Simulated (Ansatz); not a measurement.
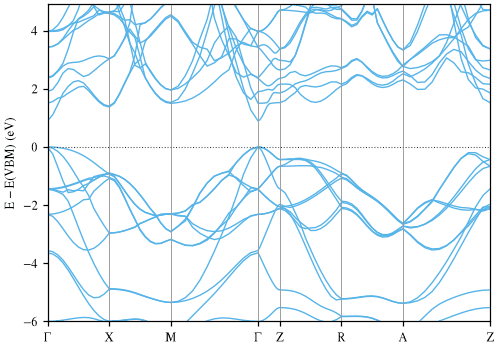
Figure: Band structure from DFT-PBE in the program Ansatz with PAW potentials

Question: Read off the gap and where the band edges lie.

Answer: About 0.9 eV (0.90 eV by a search for the band edges); maximum at Γ, minimum at Γ.

The material is AlGaAs2 in space group P-4m2 (No. 115; Pearson symbol tP8).

The start of the workflow was typed in or built on a structure type; neither database checked (COD, Materials Project) lists it. Whether it is the stable phase at ambient conditions was not checked. The PBE relaxation kept the symmetry of its start; whether a distortion lowers the energy is not shown. Spin–orbit coupling is left out wherever it is not named.

Potentials: the earlier of the program's two PAW sets.
